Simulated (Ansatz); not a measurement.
Consider GaSe (space group P6_3/mmc, No. 194; a = 3.769 Å, c = 15.964 Å; layered, stacked along the Cartesian z axis).

Modification: hole doping at 5.0×10^21 cm⁻³ (0.982 per cell), with a uniform compensating background at fixed cell and a 300 K Fermi–Dirac width.

All numbers come from PBE-D3(BJ) (Ansatz, a program for electronic structure), spin-orbit coupling left out, earlier PAW set.

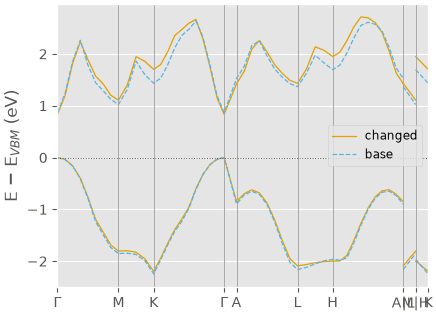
Figure: Highest valence and lowest conduction band along the path, each from its own valence-band maximum

**Question.** From the figure, how large is the changed gap, and is it direct?

**Answer.** About 0.8 eV, direct at Γ.

Charged cell with a jellium background: band edges are those of the host's band count, energies are not comparable with the neutral cell, and many-body gap narrowing is missing. No phonon test of stability was made.
